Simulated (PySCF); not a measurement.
# AlNH2Cl (SMILES [NH2][Al][Cl]): UPBE0/cc-pVTZ

Aim: the vertical doublet–quartet gap of AlNH2Cl at UPBE0/cc-pVTZ, from 2 runs. Input form: a Python script.

The results are computed with PySCF 2.14.0.

## Step 1: The structure to begin with

AlNH2Cl: 5 atoms, total charge 0, spin state doublet. SMILES: `[NH2][Al][Cl]`. Geometry: relaxed at PBE0-D4/def2-TZVP. This is one conformer, not always the lowest.

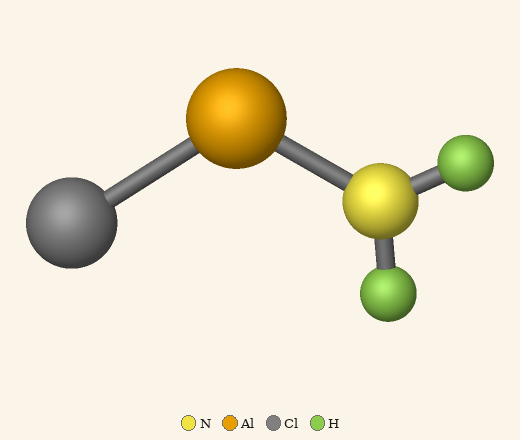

The structure, seen from a chosen angle (nitrogen yellow, aluminium amber, chlorine grey, hydrogen green).

## Step 2: A single-point energy at UPBE0/cc-pVTZ

Contents of geometry.xyz:

```xyz
5
AlClH2N
N     -0.549400     0.461700    -0.232000
Al     0.402600    -0.291600     1.049100
Cl     1.907000    -1.649700     0.440800
H     -1.293600     1.123300    -0.083500
H     -0.416600     0.282700    -1.215900
```

Contents of input.py:

```python
# [NH2][Al][Cl]
from pyscf import gto, dft

molecule = gto.M(
    atom='geometry.xyz',
    verbose=3,
    spin=1,
    max_memory=1860,
    basis='cc-pvtz',
)

mf = dft.UKS(molecule)
mf.xc = 'pbe0'
mf.grids.level = 2
mf.conv_tol = 1e-10
mf.kernel()
if not mf.converged:
    mf = mf.newton().run(mf.mo_coeff, mf.mo_occ)

energy = mf.e_tot
print(f'total energy: {energy:.8f} hartree')
```

Command:

```sh
$ OMP_NUM_THREADS=1 python input.py
```

The program printed:

```text
converged SCF energy = -758.376919271089  <S^2> = 0.75210049  2S+1 = 2.0020994
total energy: -758.37691927 hartree
```

Run time: 12 s. Hardware: 1 thread of Intel Xeon Platinum 8488C (Sapphire Rapids), shared host; peak memory 0.58 GiB.

## Step 3: The quartet

Contents of calc.py:

```python
from pyscf import gto, dft

mol = gto.M(
    atom='''
N     -0.549400     0.461700    -0.232000
Al     0.402600    -0.291600     1.049100
Cl     1.907000    -1.649700     0.440800
H     -1.293600     1.123300    -0.083500
H     -0.416600     0.282700    -1.215900
''',
    charge=0,
    max_memory=1860,
    spin=3,
    verbose=3,
    basis='cc-pvtz',
)

mf = dft.UKS(mol, xc='pbe0')
mf.grids.level = 2
mf.conv_tol = 1e-10
mf.kernel()
if not mf.converged:
    mf = mf.newton().run(mf.mo_coeff, mf.mo_occ)

etot = mf.e_tot
print('Final energy', etot)
```

Command:

```sh
$ OMP_NUM_THREADS=1 python calc.py
```

The program printed:

```text
WARN: HOMO -0.0420430577178887 >= LUMO -0.330334422962535

WARN: HOMO -0.104342215062738 >= LUMO -0.225062019990601

WARN: HOMO -0.101044442733098 >= LUMO -0.235391543359061

WARN: HOMO -0.107092834384479 >= LUMO -0.251295621411654

WARN: HOMO -0.107394166498754 >= LUMO -0.239022244582666

WARN: HOMO -0.106582268331278 >= LUMO -0.238406046192249

WARN: HOMO -0.107362119250501 >= LUMO -0.238324203154594

WARN: HOMO -0.107212174955894 >= LUMO -0.238129091748307

WARN: HOMO -0.107259253700036 >= LUMO -0.238121963736338

WARN: HOMO -0.107279833474649 >= LUMO -0.238132291143286

WARN: HOMO -0.107290897193842 >= LUMO -0.238144502806968

WARN: HOMO -0.107289104801159 >= LUMO -0.238143320077217

WARN: HOMO -0.107289546711902 >= LUMO -0.238142844891739

WARN: HOMO -0.107289277946629 >= LUMO -0.238142201626843

converged SCF energy = -758.188528739357  <S^2> = 3.7549964  2S+1 = 4.0024974
Final energy -758.1885287393566
```

Run time: 12 s. Hardware: 1 thread of Intel Xeon Platinum 8488C (Sapphire Rapids), shared host; peak memory 0.58 GiB.

## Step 4: What came out

At UPBE0/cc-pVTZ:

| quantity | value |
| --- | --- |
| doublet: total energy | -758.37692 Eh |
| doublet: dipole moment | 2.36 D |
| doublet: HOMO energy (highest over α and β) | -6.13 eV |
| doublet: LUMO energy (lowest over α and β) | -2.61 eV |
| doublet: ⟨S²⟩ | 0.752 |
| quartet: total energy | -758.18853 Eh |
| quartet: dipole moment | 6.58 D |
| quartet: HOMO energy (highest over α and β) | -2.92 eV |
| quartet: ⟨S²⟩ | 3.755 |
| vertical energy of the quartet above the doublet | 5.126 eV |

**Reading.** At this shape the quartet lies 5.13 eV (118 kcal/mol) above the doublet.
